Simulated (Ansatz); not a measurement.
Cl₃HMoO₂

```xyz
7

Cl    0.0039   -1.6098   -1.6066
Cl   -0.5490    1.4543   -1.8997
Cl    0.7684    1.9161    0.9025
Mo   -0.2607    0.0930   -0.0697
O    -1.7887    0.0111    0.5117
O     0.6556   -0.9658    1.1342
H     1.5900   -1.2115    1.1801
```

Geometry: PBE0-D4/def2-SVP; core potentials replace the inner electrons of Mo.

Computed with isolated molecule in a Gaussian basis; Kohn-Sham density functional theory, functional PBE0 in Ansatz.

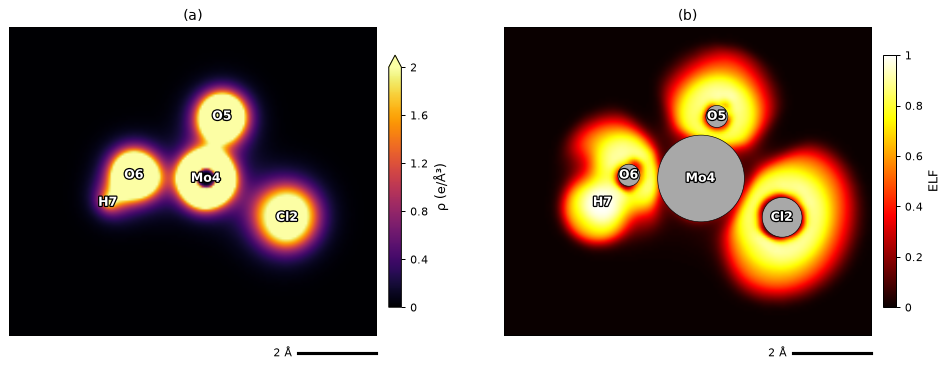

Figure 1. (a) electron density; (b) electron localisation function on the plane of atoms O5, Mo4 and O6. Grey discs cover the atomic cores in the ELF map.

Q: What do the fields say about this system?

A: The plane passes through Cl, Mo, O and H nuclei. Mo–O (1.64 Å): ρ is about 2.2 e/Å³ halfway; the ELF peaks at about 0.80 in the valence shell of O, 0.5 Å from its nucleus, and drops to about 0.45 between the two atoms. Mo–Cl (2.30 Å): ρ at the midpoint is about 0.66 e/Å³; the ELF peaks at about 0.85 in the valence shell of Cl, 0.8 Å from its nucleus, and is about 0.40 at the midpoint. O–H (0.97 Å): ρ is about 3.7 e/Å³ halfway; the ELF climbs to about 1 towards the hydrogen, as it does in any bond to H; a covalent bond by its length. Mo–O (1.85 Å): ρ is about 1.2 e/Å³ halfway; the ELF peaks at about 0.85 in the valence shell of O, 0.5 Å from its nucleus, and drops to about 0.25 between the two atoms.

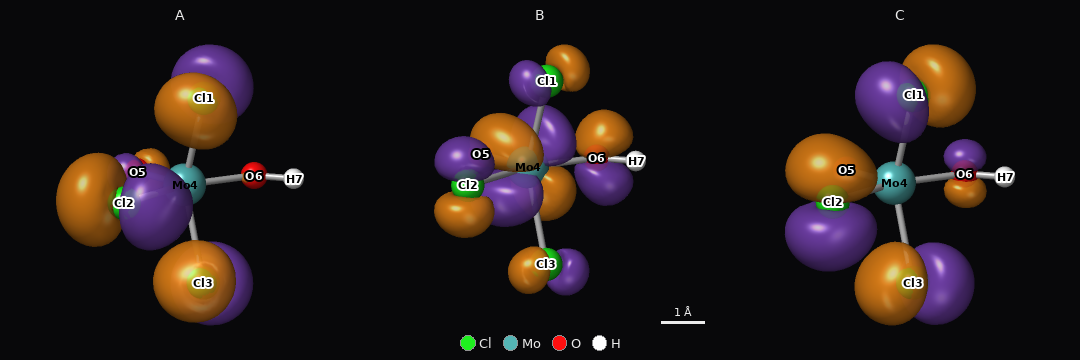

Figure 2. Three frontier orbitals at ±0.1 Å⁻³ᐟ² (orange and purple are the two phases), in no order.

Q: Which picture is the HOMO−1, the HOMO and the LUMO?

A: A is the HOMO−1 (−9.35 eV). By Hirshfeld shares it lies mainly on Cl2 (about 40 %), Cl1 (about 25 %) and Cl3 (about 25 %); largely a combination of lone pairs on Cl2, Cl1 and Cl3. C is the HOMO (−8.79 eV). It lies mainly on Cl2 (about 40 %), Cl1 (about 25 %) and Cl3 (about 25 %); largely a combination of lone pairs on Cl2, Cl1 and Cl3. B is the LUMO (−5.12 eV). By Hirshfeld shares it lies mainly on Mo4 (about 60 %), O6 (about 15 %), Cl2 (about 10 %), Cl1 (about 5 %) and Cl3 (about 5 %).

Q: What is the HOMO–LUMO gap?

A: 3.67 eV between the orbital energies.

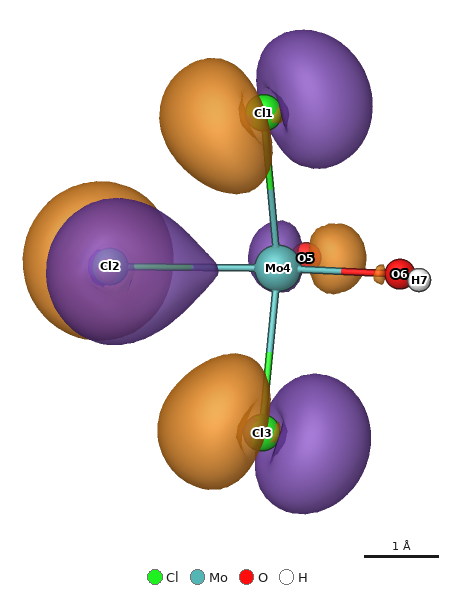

Figure 3. The HOMO−1 at ±0.1 Å⁻³ᐟ² (orange and purple are the two phases), seen at a tilt.

Q: What is the character of this orbital?

A: By Hirshfeld shares it lies mainly on Cl2 (about 40 %), Cl1 (about 25 %) and Cl3 (about 25 %); largely a combination of lone pairs on Cl2, Cl1 and Cl3. Its energy is −9.35 eV.
